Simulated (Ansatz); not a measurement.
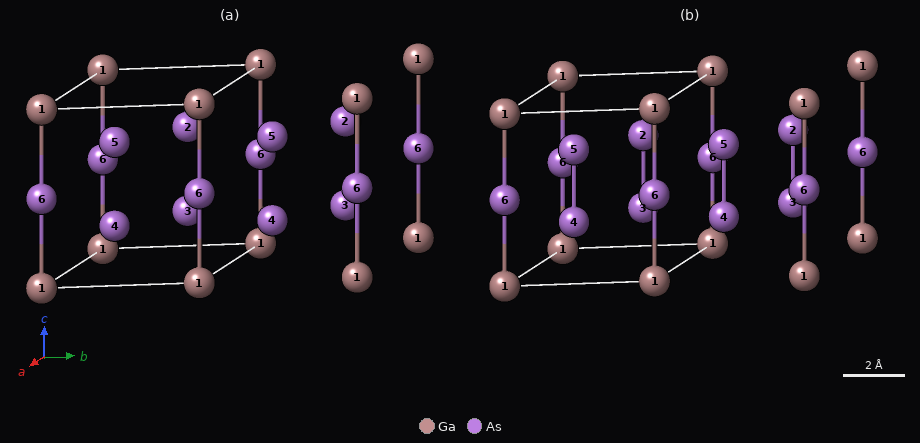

The structure of solid GaAs5 (a generated structure, set up in P6/mmm) (coarse preliminary run) before (left) and after (right) a relaxation, at one scale.

The picture is a ball-and-stick view of the cell of the calculation, repeated 1 × 2 × 1 with one cell outlined, seen slightly off an axis.

These are results of DFT PBE, scalar-relativistic, plane waves, PAW in Ansatz 0.2.0, not measurements. Settings: plane-wave cutoff 420 eV; k-point mesh 6 × 6 × 4; occupations gaussian; smearing width 0.1 eV; no spin polarisation; cell and atoms relaxed; force threshold 0.04 eV/Å; at most 70 steps.

Q: What changed between the two?

A: The energy falls by 167 meV per atom in 4 accepted moves (6 points after the start). The largest force component goes from 0.81 to 0.00053 eV/Å. Pressure: −8.87 GPa at the start and 0.01 GPa at the end. The line search rejected the trial step at point 2 of the run. At 1 point the geometry stayed and the basis and grid were re-selected for the new cell (energy shift of 0.4 meV per atom at most each time). The largest moves relative to the cell, 0.14 Å, are those of As2, As3, As4 and As5. As4 goes along +c. Ga stays in place. The volume changes by −13.0 %, with a = b 5.229 → 4.966 Å (−5.0 %), c 6.102 → 5.889 Å (−3.5 %). Near-neighbour distances that change, for instance: As2–As3 2.863 → 2.474 Å, Ga1–As6 3.051 → 2.945 Å. The space group stays P6/mmm (No. 191).
